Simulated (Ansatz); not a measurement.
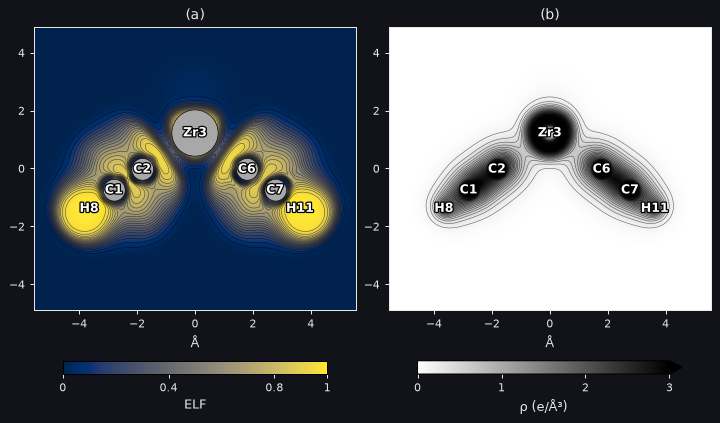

The picture shows: C4H4O2Zr (SMILES C#[C][Zr]([OH])([OH])[C]#C). (a) ELF; (b) electron density on the plane of atoms C2, Zr3 and C6. Grey discs cover the atomic cores in the ELF map.

Geometry: PBE0-D4/def2-TZVP; core potentials replace the inner electrons of Zr.

Level of theory: Ansatz 0.2.0, RKS PBE0-D4/def2-TZVPP.

```xyz
11

C     0.5382   -0.9304   -2.9377
C     0.4096   -0.7413   -1.7438
Zr    0.1520   -0.3446    0.4044
O    -0.9865   -1.6834    1.1291
O     1.8693   -0.3176    1.2194
C    -0.7953    1.6158    0.7175
C    -1.3202    2.7033    0.8570
H     0.6493   -1.0927   -3.9864
H    -1.3841   -2.3978    1.6190
H     2.6490   -0.4695    1.7461
H    -1.7811    3.6584    0.9754
```

Q: What does the map show?

A:
- The plane passes through C, Zr and H nuclei.
- C–C (1.22 Å): the density is about 2.9 e/Å³ at the midpoint; the ELF peaks at about 0.85 between the atoms; a multiple bond.
- C–Zr (2.20 Å): ρ is about 0.66 e/Å³ halfway; the ELF peaks at about 0.95 in the valence shell of C, 0.7 Å from its nucleus, and is about 0.40 at the midpoint.
- C–H (1.07 Å): ρ at the midpoint is about 2.2 e/Å³; the ELF climbs to about 1 towards the hydrogen, as it does in any bond to H (an ordinary covalent bond to hydrogen).
